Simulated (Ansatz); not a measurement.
**UBHLYP/STO-3G run of SnH3O (SMILES [OH][SnH2])**

What is the vertical ionisation energy of SnH3O at UBHLYP/STO-3G? 

The calculation is run with Ansatz 0.2.0.

58 further runs of the same task are left out: 7 that didn't finish, 51 set aside as unsound or not needed.

## Step 1: The structure to begin with

SnH3O has 5 atoms, charge 0, and is taken as a doublet. As SMILES, `[OH][SnH2]`. Geometry: relaxed at PBE0-D4/def2-TZVP. This is one conformer, not always the lowest.

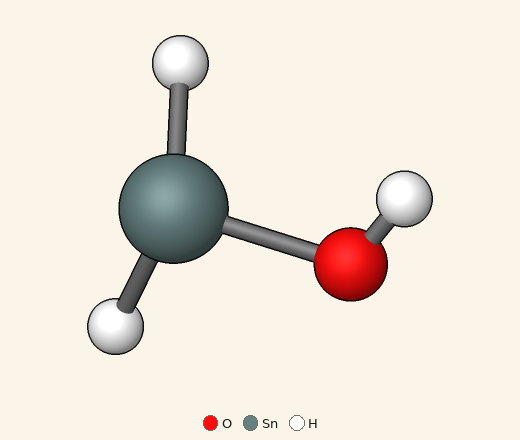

Viewed from a chosen angle; oxygen red, tin teal, hydrogen white.

## Step 2: A single-point energy at UBHLYP/STO-3G

in.yaml

```yaml
crystal:
  periodic: [false, false, false]
  atoms:
    - {symbol: O, position_ang: [0.707400, -0.732900, 0.861900]}
    - {symbol: Sn, position_ang: [0.104500, 0.308800, -0.705500]}
    - {symbol: H, position_ang: [0.368600, -1.631300, 0.873200]}
    - {symbol: H, position_ang: [-1.606800, 0.061300, -0.845900]}
    - {symbol: H, position_ang: [0.476300, 1.920400, -0.224900]}
basis:
  gaussian:
    orbitals: STO-3G
magnetization:
  spin_polarized: true
  initial_magnetization: 1
hamiltonian:
  xc: {name: BHLYP}
accuracy: high
```

Started as:

```console
$ ansatz run in.yaml --threads 1 --pin off --max-ram 2610MiB --events-out events.jsonl --progress --plain --runs-dir runs
```

Standard output:

```text
Warning: RAYON_NUM_THREADS=1 ignored (pool sized by the plan → 1); use --threads N
Functional definition: BHLYP
  name "BHLYP"
  parameter a = 0.5
  exchange = (1 - a)*b88_x + a*exact_x
  correlation = lyp_c
640 factors; integrals over basis functions are off by at most 4.8e-9 eV
mean field evaluation 1: about -164393.0859 eV, gradient 1.4e1 eV
mean field evaluation 2: about -164392.6113 eV, gradient 1.7e1 eV
mean field evaluation 4: about -164394.6413 eV, gradient 2.8e-1 eV
mean field evaluation 8: about -164394.6315 eV, gradient 7.6e-3 eV
mean field evaluation 16: about -164394.6315 eV, gradient 1.5e-5 eV
mean field -164394.63150860 eV, -6041.3912772576 hartree, gradient 9.5e-9 eV, S^2 0.753195; 0 other end points of the search recorded, 0 dependent functions left out
reference -164394.63152732 eV, -6041.3912779457 hartree; 31, 30 occupied and 4, 5 virtual orbitals, 640 factors
Total energy: -164394.63152732 eV, -6041.3912779457 hartree
```

Wall time 3.3 s (1 thread of Arm Neoverse V2, shared host); peak memory 0.17 GiB.

## Step 3: The singlet cation

molecule.yaml

```yaml
crystal:
  periodic: [false, false, false]
  atoms:
    - {symbol: O, position_ang: [0.707400, -0.732900, 0.861900]}
    - {symbol: Sn, position_ang: [0.104500, 0.308800, -0.705500]}
    - {symbol: H, position_ang: [0.368600, -1.631300, 0.873200]}
    - {symbol: H, position_ang: [-1.606800, 0.061300, -0.845900]}
    - {symbol: H, position_ang: [0.476300, 1.920400, -0.224900]}
basis:
  gaussian: {orbitals: STO-3G}
total_charge: 1
hamiltonian: {xc: {name: BHLYP}}
accuracy: high
```

Started as:

```console
$ ansatz run molecule.yaml --threads 1 --pin off --max-ram 2610MiB --events-out events.jsonl --progress --plain --runs-dir runs
```

Standard output:

```text
Warning: RAYON_NUM_THREADS=1 ignored (pool sized by the plan → 1); use --threads N
[... 5 set-up lines as earlier in the session ...]
640 factors; integrals over basis functions are off by at most 4.8e-9 eV
mean field evaluation 1: about -164381.9988 eV, gradient 3.8e1 eV
mean field evaluation 2: about -164342.5889 eV, gradient 1.1e2 eV
mean field evaluation 4: about -164389.1877 eV, gradient 6.5e-1 eV
mean field evaluation 8: about -164389.1641 eV, gradient 1.0e-1 eV
mean field evaluation 16: about -164389.1642 eV, gradient 1.2e-5 eV
mean field -164389.16416170 eV, -6041.1903559651 hartree, gradient 2.1e-8 eV, S^2 0.000000; 0 other end points of the search recorded, 0 dependent functions left out
reference -164389.16418061 eV, -6041.1903566598 hartree; 30, 30 occupied and 5, 5 virtual orbitals, 640 factors
Total energy: -164389.16418061 eV, -6041.1903566598 hartree
```

Wall time 1.9 s (1 thread of Arm Neoverse V2, shared host); peak memory 0.11 GiB.

## Step 4: Outcome

At UBHLYP/STO-3G:

| quantity | value |
| --- | --- |
| doublet SnH3O: total energy | -6041.39128 Eh |
| doublet SnH3O: ⟨S²⟩ | 0.753 |
| singlet cation: total energy | -6041.19036 Eh |
| vertical ionisation energy (to the singlet cation) | 5.467 eV |

Removing an electron at fixed nuclei costs 5.47 eV (126 kcal/mol). Only the singlet of the ionised species was computed; a triplet could lie lower. In a minimal basis such a difference can be off by several eV, whatever the method. Relativity is left out (doublet SnH3O) although the molecule holds a heavy atom. Relativity is left out (singlet cation) although the molecule holds a heavy atom.
